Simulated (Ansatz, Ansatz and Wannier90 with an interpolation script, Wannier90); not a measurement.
**BaTiO3 (P4mm): what limits a Wannier interpolation of GW**

How do the Wannier model and the GW settings move the interpolated bands of BaTiO3 (P4mm)?

Calculated with Wannier90 4.0.3; maximally localised Wannier functions from the overlaps of LDA states (plane waves, PAW).

The database entry behind the starting cell differs from later determinations by our own check (c/a about 0.6 % short), so it need not match the best structure at ambient conditions.

## 1. Starting point

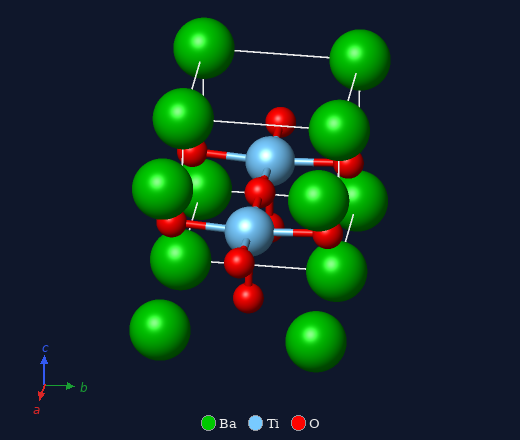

Start, viewed slightly off an axis; barium green, titanium blue, oxygen red. 2×1×1 cells are drawn. Some periodic images of atoms are drawn too.

The cell and positions come from the Crystallography Open Database and are kept as given unless a step says otherwise. Spin-orbit coupling is left out unless a step names it.

## 2. Wannier model on 8×8×8, by Wannier90

Localised functions give a small Hamiltonian that interpolates between mesh points at no cost.

w.win

```
num_iter = 1200
conv_tol = 1.0e-8
conv_window = 5
dis_num_iter = 4000
dis_conv_tol = 1.0e-8
dis_mix_ratio = 0.7
write_hr = true
use_ws_distance = false
num_print_cycles = 50
! ansatz wannier90 interface
! projections by site (counted from 0) and shell: 2 2P, 3 2P, 4 2P, 1 3D
! states of the run's bands (counted from 1): 1-31
num_bands = 31
num_wann  = 14
dis_win_min = 5.26
dis_win_max = 18.61
dis_froz_min = 5.26
dis_froz_max = 14.06
guiding_centres = true

begin unit_cell_cart
Ang
                   3.9998                      0.0                      0.0
                      0.0                   3.9998                      0.0
                      0.0                      0.0                    4.018
end unit_cell_cart

begin atoms_frac
Ba                       0.0                      0.0                      0.0
Ti                       0.5                      0.5                     0.49
O                        0.5                      0.5                    0.019
O                        0.5                      0.0                    0.517
O                        0.0                      0.5                    0.517
end atoms_frac

mp_grid = 8 8 8

[... the mesh's points ...]
```

Command:

```bash
> OMP_NUM_THREADS=1 mpirun -n 8 wannier90.x w > wannier90.x.log
```

Numbers of over 12 decimals in the logs are rounded to 6 here.

Output:

```text
TEM
                                    ------

                              Lattice Vectors (Ang)
                    a_1     3.999800   0.000000   0.000000
                    a_2     0.000000   3.999800   0.000000
                    a_3     0.000000   0.000000   4.018000

                   Unit Cell Volume:      64.28157  (Ang^3)

                        Reciprocal-Space Vectors (Ang^-1)
                    b_1     1.570875   0.000000   0.000000
                    b_2     0.000000   1.570875   0.000000
                    b_3     0.000000   0.000000   1.563759

 *----------------------------------------------------------------------------*
 |   Site       Fractional Coordinate          Cartesian Coordinate (Ang)     |
 +----------------------------------------------------------------------------+
 | ba   1   0.00000   0.00000   0.00000   |    0.00000   0.00000   0.00000    |
 | ti   1   0.50000   0.50000   0.49000   |    1.99990   1.99990   1.96882    |
 | o    1   0.50000   0.50000   0.01900   |    1.99990   1.99990   0.07634    |
 | o    2   0.50000   0.00000   0.51700   |    1.99990   0.00000   2.07731    |
 | o    3   0.00000   0.50000   0.51700   |    0.00000   1.99990   2.07731    |
 *----------------------------------------------------------------------------*
                                ------------
                                K-POINT GRID
                                ------------

             Grid size =  8 x  8 x  8      Total points =  512

 *---------------------------------- MAIN ------------------------------------*
 |  Number of Wannier Functions               :                14             |
 |  Number of Objective Wannier Functions     :                14             |
 |  Number of input Bloch states              :                31             |
 |  Output verbosity (1=low, 5=high)          :                 1             |
 |  Timing Level (1=low, 5=high)              :                 1             |
 |  Optimisation (0=memory, 3=speed)          :                 3             |
 |  Length Unit                               :               Ang             |
 |  Post-processing setup (write *.nnkp)      :                 F             |
 |  Using Gamma-only branch of algorithms     :                 F             |
 *----------------------------------------------------------------------------*
 *------------------------------- WANNIERISE ---------------------------------*
 |  Total number of iterations                :              1200             |
 |  Number of CG steps before reset           :                 5             |
 |  Trial step length for line search         :             2.000             |
 |  Convergence tolerence                     :         0.100E-07             |
 |  Convergence window                        :                 5             |
[...]
------------------------------------------------------------------------------
 Initial State
  WF centre and spread    1  (  1.999900,  1.999900,  0.055420 )     0.85176038
  WF centre and spread    2  (  1.999900,  1.999900,  0.073602 )     1.34747675
  WF centre and spread    3  (  1.999900,  1.999900,  0.073602 )     1.34747675
[...]
Sum of centres and spreads ( 21.998900, 21.998900, 22.569651 )    15.22946381

      0     0.152E+02     0.0000000000       15.2294638130       0.52  <-- CONV
        O_D=      0.0015101 O_OD=      0.4940261 O_TOT=     15.2294638 <-- SPRD
 ------------------------------------------------------------------------------
 Cycle:      1
[...]
Sum of centres and spreads ( 21.998900, 21.998900, 22.569660 )    15.17194164

      1    -0.575E-01     0.1112022522       15.1719416360       0.54  <-- CONV
        O_D=      0.0014411 O_OD=      0.4365730 O_TOT=     15.1719416 <-- SPRD
 Delta: O_D= -0.6903962E-04 O_OD= -0.5745314E-01 O_TOT= -0.5752218E-01 <-- DLTA
 ------------------------------------------------------------------------------
 Cycle:     50
[...]
Sum of centres and spreads ( 21.998900, 21.998900, 22.569795 )    15.03964257

     50    -0.434E-08     0.0000478524       15.0396425719       1.17  <-- CONV
        O_D=      0.0006599 O_OD=      0.3050552 O_TOT=     15.0396426 <-- SPRD
 Delta: O_D= -0.1656816E-08 O_OD= -0.2683768E-08 O_TOT= -0.4340583E-08 <-- DLTA
 ------------------------------------------------------------------------------

             <<<     Delta < 1.000E-08  over  5 iterations     >>>
             <<< Wannierisation convergence criteria satisfied >>>

 Final State
[...]
WF centre and spread   13  (  1.999900,  1.999900,  1.969234 )     0.74085592
  WF centre and spread   14  (  1.999900,  1.999900,  1.962120 )     1.01392487
  Sum of centres and spreads ( 21.998900, 21.998900, 22.569795 )    15.03964257

         Spreads (Ang^2)       Omega I      =    14.733927534
        ================       Omega D      =     0.000659879
                               Omega OD     =     0.305055155
    Final Spread (Ang^2)       Omega Total  =    15.039642567
 ------------------------------------------------------------------------------

 Writing checkpoint file w.chk... done

 *---------------------------------------------------------------------------*
 |                               PLOTTING                                    |
 *---------------------------------------------------------------------------*

 *===========================================================================*
 |                             TIMING INFORMATION                            |
 *===========================================================================*
 |    Tag                                                Ncalls      Time (s)|
 |---------------------------------------------------------------------------|
 |kmesh: get                                        :         1         0.117|
 |overlap: read                                     :         1         1.748|
 |dis: main                                         :         1         0.576|
 |wann: main                                        :         1         0.666|
 |plot: main                                        :         1         0.209|
 *---------------------------------------------------------------------------*
 All done: wannier90 exiting
```

Run time: 4.7 s. Hardware: 8 MPI ranks of Arm Neoverse V2, shared host; 35 s of CPU time.

Numbers from this step:

```
gauge-invariant spread     : 14.73 Å²
diagonal spread            : 6.60e-4 Å²
off-diagonal spread        : 0.3051 Å²
total spread               : 15.04 Å²
disentanglement steps      : 73
r.m.s. interpolation error : 1.15e-4 eV
r.m.s. error near the gap  : 1.14e-4 eV
```

Near the gap the model misses directly solved bands by 0.1 meV r.m.s. and by 1 meV at most in the window tested. This tests the starting bands, not the corrections carried with them.

## 3. Wannier model on 8×8×8, by the program's own minimiser

This step: maximally localised Wannier functions, LDA, plane waves, PAW.

input.yaml

```yaml
crystal:
  lattice:
    - [3.9998, 0.0, 0.0]
    - [0.0, 3.9998, 0.0]
    - [0.0, 0.0, 4.018]
  atoms:
    - { symbol: Ba, position: [0.0, 0.0, 0.0] }
    - { symbol: Ti, position: [0.5, 0.5, 0.49] }
    - { symbol: O, position: [0.5, 0.5, 0.019] }
    - { symbol: O, position: [0.5, 0.0, 0.517] }
    - { symbol: O, position: [0.0, 0.5, 0.517] }
kpoints:
  mp_grid: { grid: [4, 4, 4] }
hamiltonian:
  xc: lda
scf:
  occupations: { method: fixed }
  n_extra_bands: 34
output:
  wannier:
    kmesh: [8, 8, 8]
    projections: [{ species: O, l: p, shell: 2 }, { species: Ti, l: d, shell: 3 }]
    minimise: true
    write_hr: true
    seedname: w
    conv_tol: 1.0e-06
    max_iter: 20000
    stability_check: false
    disentanglement:
      window: [5.26, 18.61]
      frozen_window: [5.26, 14.06]
      conv_tol: 1.0e-08
```

Command:

```bash
> ansatz run input.yaml --threads 8 --pin off --max-ram 18432MiB --backend cpu --events-out ev --progress --plain --runs-dir out
```

Output:

```text
scf.n_extra_bands = 34 over 20 filled bands (N_el = 40.0): the run solves 54 bands
Engine: ansatz 0.2.0, aarch64-unknown-linux-gnu
Pseudopotentials: kind: paw
Pseudopotential: Ba, paw, valence charge 10, recommended cutoff 420 eV (normal), Ba.paw.azcp
Pseudopotential: Ti, paw, valence charge 12, recommended cutoff 420 eV (normal), Ti.paw.azcp
Pseudopotential: O, paw, valence charge 6, recommended cutoff 420 eV (normal), O.paw.azcp
Functional definition: SPW92
  exchange = slater_x
  correlation = pw_c
Crystal: 5 atoms, lattice volume = 64.282 Å³
Basis set: ecut = 420 eV, 1237 PW (Γ)
Bands: 54, of which v1, the nominal top of the filled ones, is band 20 counted from 1 (19 counted from 0)
Symmetry: 8 space group operations
Space group: P4mm (ITA 99), of the structure as read, at distance tolerance 4.0e-5 Å
k-points: 18 of 64 (time reversal used)
Non-local potential: Ba, projectors of the file, l = 0: 3, l = 1: 2, l = 2: 2, l = 3: 2
Non-local potential: Ti, projectors of the file, l = 0: 3, l = 1: 2, l = 2: 3, l = 3: 1
Non-local potential: O, projectors of the file, l = 0: 2, l = 1: 2, l = 2: 1
PAW form: soft (Blöchl's): semilocal exchange-correlation on the pseudo side does not see the compensation charge
PAW frozen core: Ba, regenerated for the run's functional, and the local potential with it (the file was generated under x = pbe(κ = 0.804, μ = 0.219515), c = pbe(β = 0.066725))
PAW frozen core: Ti, regenerated for the run's functional, and the local potential with it (the file was generated under x = pbe(κ = 0.804, μ = 0.219515), c = pbe(β = 0.066725))
[...]
SCF 1 converged in 8 iterations: F = -9904.402547 eV  dr2 = 1.78e-8
[...]
NSCF: frozen V_eff on 78 k-points
the Wannier pass solved 78 of the 512 points of its mesh, and has the states at the others by symmetry: states obtained by the crystal's operations at points that were solved too leave a residual of 3.52e-13 eV (read by the count's bands and the next), within 6.67e-6 eV
SCF converged after 8 iterations
Free energy (F): -9904.402547 eV
Harris-Foulkes:  -9904.402547 eV  (|F-HF|=1.14e-8)
Internal energy: -9904.402547 eV  (E = F + TS)
E sigma→0 (E₀):  -9904.402547 eV
Fermi energy:    9.920806 eV
--- Per-component energies (eV) ---
  E_band       = -151.414504
  E_kinetic    = 964.570733
  E_local      = -2105.725629  (includes V_loc(G=0)·N_el)
  E_nonlocal   = 215.985944
  E_hartree    = 815.574975
  E_xc         = -484.747807
  E_vxc        = -541.977024  (∫ρ·V_xc dr)
  E_paw        = -6494.589575  (= ΣΔE_a)
  E_vpaw       = -315.424062  (= ΣTr[D̂ρ^β])
  E_aug_tail   = 0.007520  (compensation charges beyond the density's cutoff)
  E_ewald      = -2816.377938
  E_core_change = 0.899230  (= ΣΔE_core)
  E_smearing   = -0.000000  (= −TS)
  E_closure    = 0.000000  (closes the sum)
  Σ components = -9904.402547   (vs F -9904.402547, Δ=0.00e0)
--- Band table (eV; the first three rows and the last of 18) ---
  k-point 0: bands = [... 16 lower, 8.7491, 9.6623, 9.6682, 9.6682, 11.6612, 11.8810, 11.8810, 13.9760, ... 30 higher]
  k-point 1: bands = [... 16 lower, 8.3298, 8.6652, 9.4408, 9.4408, 11.7254, 12.7360, 12.7360, 13.9750, ... 30 higher]
  k-point 2: bands = [... 16 lower, 7.9783, 7.9837, 9.2492, 9.2492, 11.7922, 13.4748, 13.4748, 13.9761, ... 30 higher]
  k-point 17: bands = [... 16 lower, 7.5547, 9.8388, 9.8388, 9.9208, 14.0992, 14.1000, 14.1000, 16.5059, ... 30 higher]
Wannier search: line search 1 of at most 20000: gauge-dependent spread (as the search counts it) 0.4380019 Å², largest recent change 5.8e-2 Å² against conv_tol 1.0e-6 Å², 0 stops escaped
```

It took 6.5 s on 8 threads; peak memory 0.94 GiB.

Reading the cycles: dr2 is the Hartree energy of the density residual (eV), the measure of convergence; HF is the Harris–Foulkes estimate of the energy, which meets the free energy F at convergence.

Numbers from this step:

```yaml
gauge_invariant_spread: 14.73 Å²
diagonal_spread: 6.60e-4 Å²
off_diagonal_spread: 0.3050 Å²
total_spread: 15.04 Å²
least_projectability: 0.6572
localisation_steps: 37
disentanglement_steps: 96
r_m_s_interpolation_error: 1.14e-4 eV
r_m_s_error_near_the_gap: 1.14e-4 eV
```

Near the gap the model misses directly solved bands by 0.1 meV r.m.s. and by 1 meV at most in the window tested. This tests the starting bands, not the corrections carried with them.

Frozen up to 4.14 eV; above it the model need not follow the bands. The electronic bands at the labelled points (eV, zero at the valence-band top; v1 is the highest filled band, c1 the lowest empty one):

```tsv
point	v4	v3	v2	v1	c1	c2	c3	c4
Γ	-1.17	-0.26	-0.25	-0.25	1.74	1.96	1.96	4.06
X	-1.84	-1.74	-0.91	-0.80	2.07	3.49	3.53	4.11
M	-1.74	-0.93	-0.93	-0.05	3.55	3.55	3.94	4.79
Γ	-1.17	-0.26	-0.25	-0.25	1.74	1.96	1.96	4.06
Z	-1.94	-1.94	-0.67	-0.67	1.87	3.55	3.55	4.06
R	-1.71	-0.87	-0.85	-0.13	3.52	3.58	3.93	4.93
A	-2.37	-0.08	-0.08	0.00	4.18	4.18	4.18	7.58
Z	-1.94	-1.94	-0.67	-0.67	1.87	3.55	3.55	4.06
jump to X	-1.84	-1.74	-0.91	-0.80	2.07	3.49	3.53	4.11
R	-1.71	-0.87	-0.85	-0.13	3.52	3.58	3.93	4.93
jump to M	-1.74	-0.93	-0.93	-0.05	3.55	3.55	3.94	4.79
A	-2.37	-0.08	-0.08	0.00	4.18	4.18	4.18	7.58
```

The same for Kohn-Sham, solved directly:

```tsv
point	v4	v3	v2	v1	c1	c2	c3	c4
Γ	-1.17	-0.26	-0.25	-0.25	1.74	1.96	1.96	4.06
X	-1.84	-1.74	-0.91	-0.80	2.07	3.49	3.53	4.11
M	-1.74	-0.93	-0.93	-0.05	3.55	3.55	3.94	4.76
Γ	-1.17	-0.26	-0.25	-0.25	1.74	1.96	1.96	4.06
Z	-1.94	-1.94	-0.67	-0.67	1.87	3.55	3.55	4.06
R	-1.71	-0.87	-0.85	-0.13	3.52	3.58	3.93	4.89
A	-2.37	-0.08	-0.08	0.00	4.18	4.18	4.18	6.59
Z	-1.94	-1.94	-0.67	-0.67	1.87	3.55	3.55	4.06
X	-1.84	-1.74	-0.91	-0.80	2.07	3.49	3.53	4.11
R	-1.71	-0.87	-0.85	-0.13	3.52	3.58	3.93	4.89
M	-1.74	-0.93	-0.93	-0.05	3.55	3.55	3.94	4.76
A	-2.37	-0.08	-0.08	0.00	4.18	4.18	4.18	6.59
```

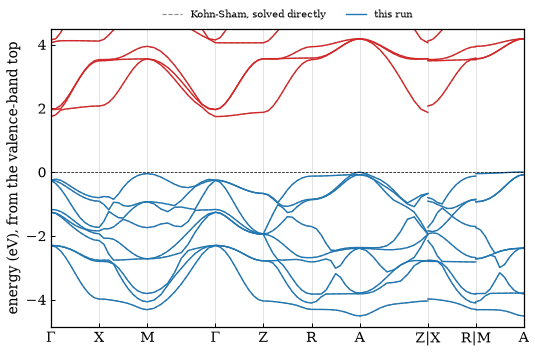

Electronic bands along the path; lines of filled and empty bands in two colours; dashed: Kohn-Sham, solved directly.

(Continued in part 2 of 2.)

[Paths, hosts, dates, memory and timing lines, banners, echoed tables and standing remarks are left out of the program output.]

[Logs are printed without paths, hosts, clocks, repeated set-up lines and the standing remarks that a program may print on its own settings, such as how far it seeks lower states.]

[Runs of the session that timed out or met a known fault of the program may be left out.]

[Hosts, paths, dates, database ids (printed as entryN), source tags and the programs' standing remarks are cut or masked in the printed files.]
